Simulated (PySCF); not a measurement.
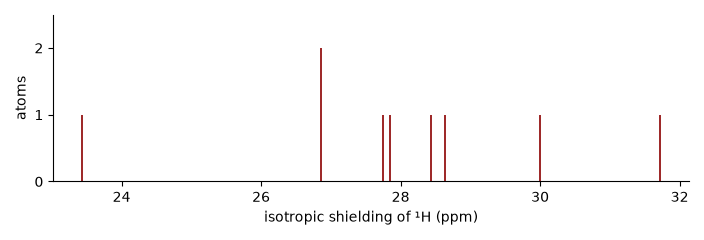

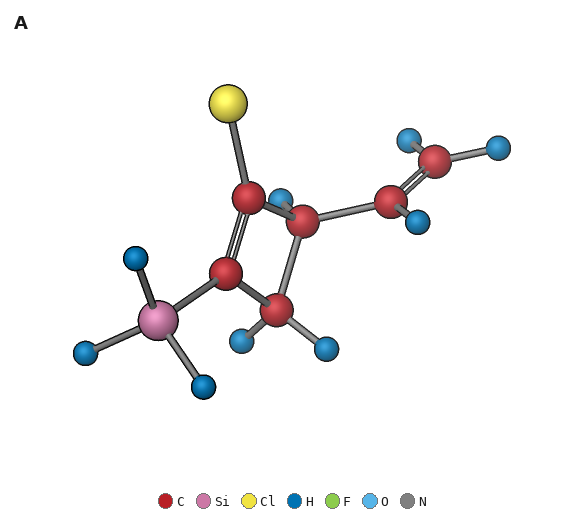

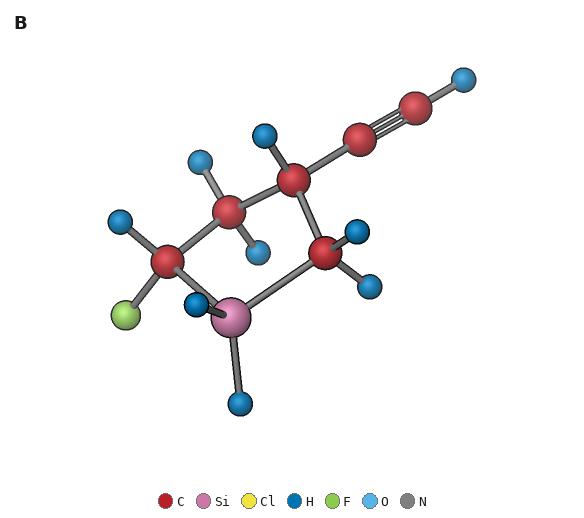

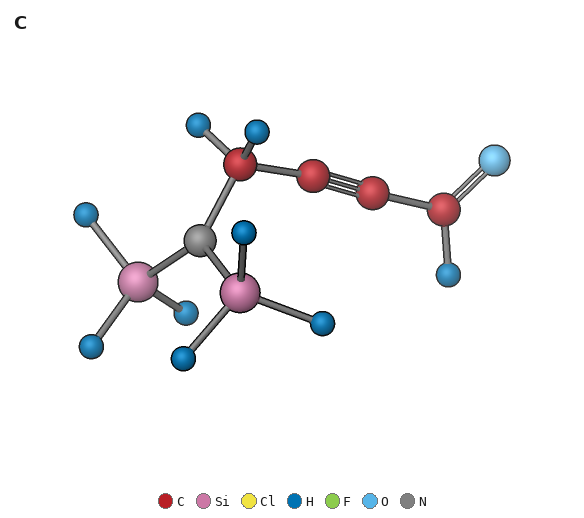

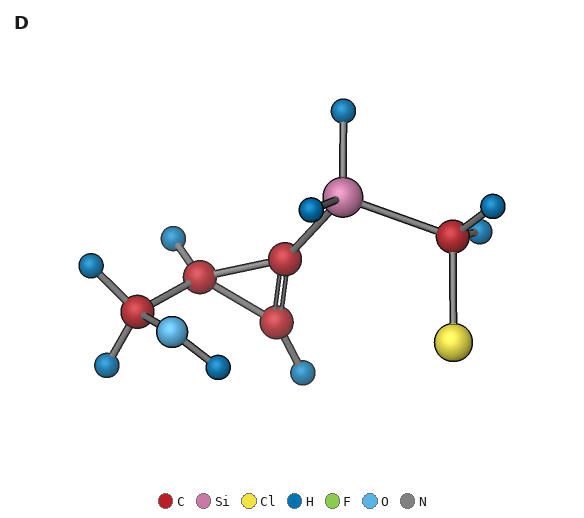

The sticks are computed shieldings of one of the molecules, for one fixed geometry (GFN2-xTB) without averaging over rotations. Low shielding means a high chemical shift. Method: GIAO PBE0/pcSseg-1 NMR shielding, non-relativistic, gas phase (PySCF 2.14.0).

**Which molecule gives this pattern?**

D, `OC[C@@H]1C=C1[SiH2]CCl`. Its 9 H atoms give lines at 23.43, 26.86 (2 atoms), 27.75, 27.85, 28.43, 28.63, 30.00, 31.71 ppm.

The geometry is semi-empirical. Around Si such bond lengths and angles can be off by a tenth of an ångström or more and by several degrees, and values that hang on the shape move with them.
